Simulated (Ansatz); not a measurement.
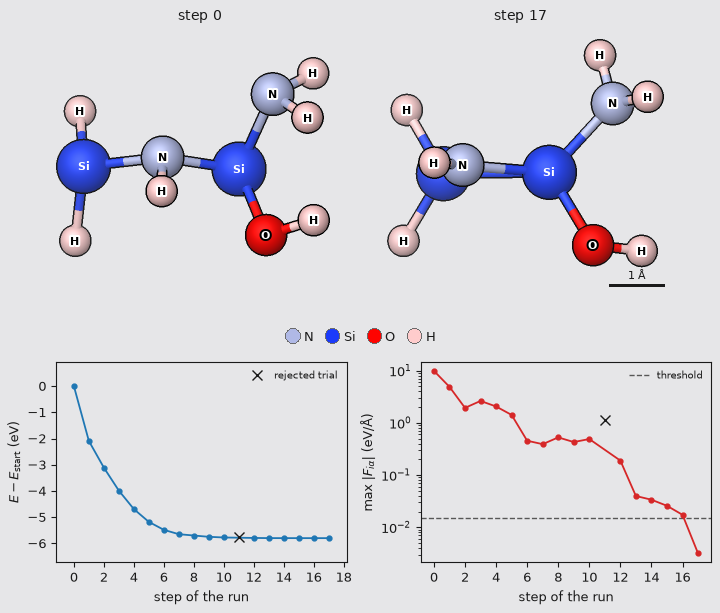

First and last geometry of a relaxation of Si2N2H6O, with the history of the run. Style: ball-and-stick. Shown at a tilt.

The run prepares an end point of a later path (inversion) calculation, from a guessed geometry.

Theory: Ansatz 0.2.0, RKS PBE0-D4/def2-SVP.

Input
```yaml
crystal:
  periodic: [false, false, false]
  atoms:
    - { symbol: "N", position_ang: [1.2982, 0.7911, 1.0645] }
    - { symbol: Si, position_ang: [0.729, -0.5798, 0.2671] }
    - { symbol: O, position_ang: [-0.0715, -1.3893, 1.4686] }
    - { symbol: "N", position_ang: [-0.4793, 0.1753, -0.3236] }
    - { symbol: Si, position_ang: [-1.0878, 0.0872, -1.8383] }
    - { symbol: H, position_ang: [1.07905, 0.55307, 2.10459] }
    - { symbol: H, position_ang: [2.33401, 0.71727, 1.10785] }
    - { symbol: H, position_ang: [0.3785, -1.1879, 2.349] }
    - { symbol: H, position_ang: [-1.3041, -0.0252, 0.371] }
    - { symbol: H, position_ang: [-0.0615, 0.6019, -2.7407] }
    - { symbol: H, position_ang: [-1.4771, -1.2948, -2.1487] }
basis:
  gaussian: { orbitals: def2-SVP }
hamiltonian:
  xc: pbe0
  dispersion: d4
relax:
  f_tol: 0.015
  max_steps: 40
```

Run as
```bash
ansatz run input.yaml --threads 2 --pin off --max-ram 3072MiB --backend cpu --events-out ev --progress --plain --runs-dir out
```

### What do the curves and the structures tell?

It converged. The energy falls by 5.801 eV in 16 accepted moves (17 points after the start). Largest force component: 9.9 eV/Å at the start, 0.0032 eV/Å at the end. The line search rejected the trial step at point 11 of the run. The largest move after the best rigid fit is that of H9, 1.16 Å. By element the largest moves are H 1.16 Å, Si 0.84 Å, N 0.71 Å, O 0.26 Å. Some distances before and after: Si2–Si5 2.860 → 2.237 Å, Si2–N4 1.542 → 1.719 Å, N4–Si5 1.635 → 1.770 Å, N4–H9 1.097 → 1.014 Å. New bonds form: Si2–Si5 (2.86 → 2.24 Å). Bond angles that change, for instance: Si2–N4–Si5 128.3° → 79.7°, Si2–N4–H9 104.9° → 142.4°, N1–Si2–N4 92.7° → 125.2°. Cost: 32 s on 2 threads of Intel(R) Xeon(R) 6975P-C (Granite Rapids), on a shared host, peak memory 0.26 GiB.
